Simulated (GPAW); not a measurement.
**TiH₃: spin states calculation**

- system: TiH₃, multiplicity 2
- method: WC/szp(dzp), UKS, scalar-relativistic datasets (GPAW 26.7.0)

The geometry comes from this level: GFN2-xTB.

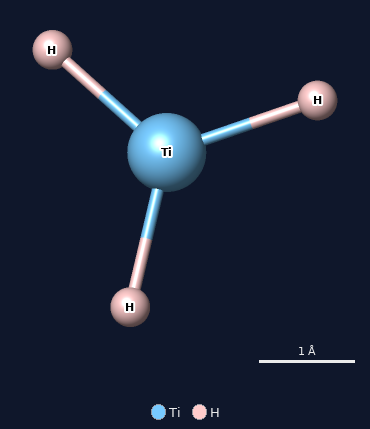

Fig. 1: The structure as given in the input (ball-and-stick view, seen at a tilt). Sticks mark near contacts.

The input (calc.py)
```python
from ase.io.zmatrix import parse_zmatrix
from gpaw import GPAW, setup_paths
from gpaw.atom.configurations import parameters
from gpaw.atom.generator import Generator

# Structure
molecule = parse_zmatrix("""
Ti
H 1 1.695011
H 1 1.695103 2 119.99875
H 1 1.695065 2 119.97847 3 179.97792
""")
molecule.center(vacuum=4.5)

# No datasets are shipped for this functional: make them
for symbol in ['H', 'Ti']:
    Generator(symbol, xcname='WC', scalarrel=True, nofiles=True, txt=None).run(**parameters[symbol])
setup_paths.insert(0, '.')

energies = {}
for name, charge, unpaired in [('doublet', 0, 1), ('quartet', 0, 3)]:
    molecule.set_initial_magnetic_moments([unpaired / len(molecule)] * len(molecule))
    dft = GPAW(mode='lcao',
               symmetry='off',
               basis='szp(dzp)',
               xc='WC',
               occupations={'name': 'fermi-dirac', 'width': 0.05, 'fixmagmom': unpaired > 0},
               h=0.16,
               maxiter=150,
               charge=charge,
               txt=f'{name}.txt')
    molecule.calc = dft
    energies[name] = molecule.get_potential_energy()
    print(f'{name:10} {energies[name]:12.5f} eV')

lowest = min(energies, key=energies.get)
for name, e in energies.items():
    print(f'{name:10} {e - energies[lowest]:8.3f} eV above the lowest')
```

Run on 1 thread of Arm Neoverse V2, 24 GiB of memory available, shared host.

Command:
```bash
OMP_NUM_THREADS=1 python calc.py
```

The program's output
```
doublet       -12.41351 eV
quartet        -9.47420 eV
doublet       0.000 eV above the lowest
quartet       2.939 eV above the lowest
```

Results in brief

| quantity | value |
| --- | --- |
| outcome | converged |
| wall time | 48 s |
| peak memory | 1.1 GiB |

Remarks

Further notes kept with the run: datasets made with stock radii, not tested.
